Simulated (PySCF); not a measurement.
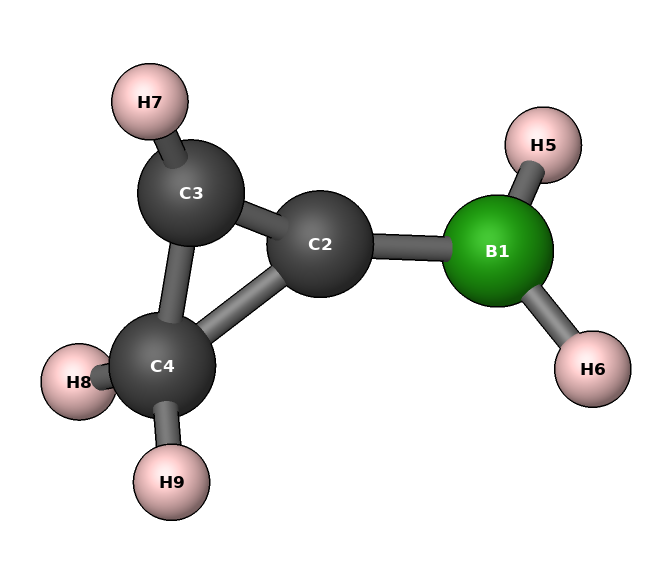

Computed geometry: PBE0-D3(BJ)/def2-SVP optimisation. No frequency run is at hand to confirm it as a minimum. Properties computed with GIAO PBE0/cc-pVTZ NMR shielding, non-relativistic, gas phase (PySCF 2.14.0). Principal shieldings σ11 ≤ σ22 ≤ σ33, span Ω = σ33 − σ11, skew κ = 3(σiso − σ22)/Ω.

Give the shielding tensors of the B atoms.

```
atom    σ11   σ22    σ33  σiso      Ω     κ
  B1  −32.3  −9.5  135.7  31.3  168.0  0.73
```

Shieldings and span in ppm.
